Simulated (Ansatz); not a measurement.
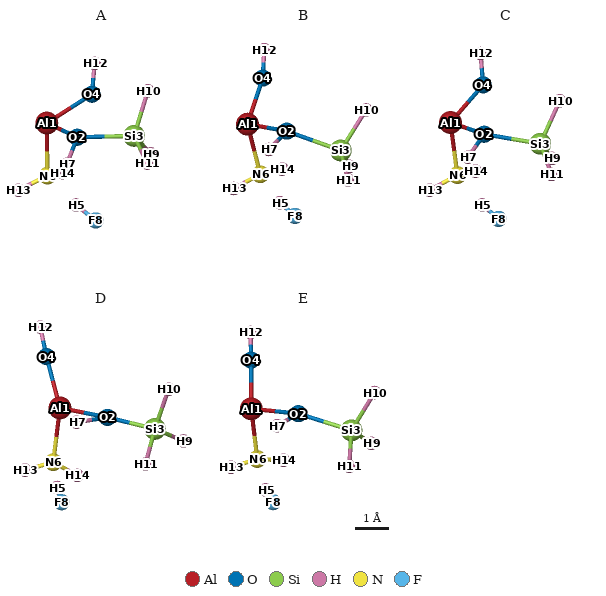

5 geometries from one constrained relaxation of AlSiNH$_{8}$O$_{2}$F (multiplicity 2), in shuffled order. A ball-and-stick model, seen from a free direction.

The reaction that was planned forms Al1–N6, H5–F8, O2–H7 and breaks Al1–O2, H5–N6, H7–F8 (atoms numbered from 1 in input order).

Theory: UKS PBE0-D4/def2-SVP in Ansatz. (held fixed: the distance between atoms 1 (Al) and 6 (N), the distance between atoms 5 (H) and 8 (F), the distance between atoms 2 (O) and 7 (H), the distance between atoms 1 (Al) and 2 (O), the distance between atoms 5 (H) and 6 (N), the distance between atoms 7 (H) and 8 (F), counting from 1; force threshold 0.04 eV/Å; at most 150 steps)

> Put them in the order of the run, from the start to the converged end.

D, E, B, C, A. They are steps 0, 4, 8, 11, 19, at +1.513 eV, +0.625 eV, +0.326 eV, +0.090 eV relative to the last. H12 moves most after the best rigid fit: 1.79 Å. Largest moves by element: H 1.79 Å, O 1.55 Å, F 1.20 Å, Si 0.74 Å, Al 0.48 Å, N 0.25 Å. Among the contacts that change: Si3–O4 4.512 → 2.668 Å, O2–Si3 1.669 → 1.769 Å, Al1–O4 1.658 → 1.755 Å, Si3–H11 1.457 → 1.491 Å. Among the angles between lasting bonds that change: Al1–O2–H7 65.9° → 120.5°, Al1–O2–Si3 169.2° → 114.8°, Al1–O4–H12 176.4° → 124.5°. The energy falls by 1.513 eV in 19 geometry steps. Largest force component: 1.1 eV/Å at the start, 0.021 eV/Å at the end.
